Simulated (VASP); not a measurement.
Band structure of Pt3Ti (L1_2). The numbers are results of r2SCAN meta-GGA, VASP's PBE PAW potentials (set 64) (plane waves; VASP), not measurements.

Unless said otherwise, spin-orbit coupling is left out, though it shifts the bands of the heavy elements here.

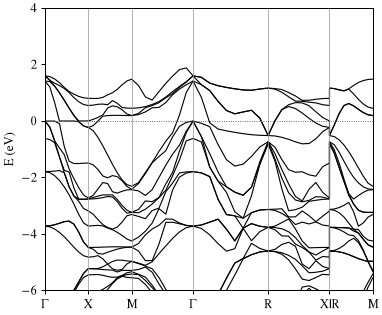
Figure: Bands along high-symmetry lines, zero at the valence-band maximum or, without a gap, the Fermi level

Task: Read the plot: is there a gap, and where are the band edges?

Result: It has no gap at this level: it comes out as a metal or semimetal.

The compound is Pt3Ti in the L1_2 structure. It was relaxed first.
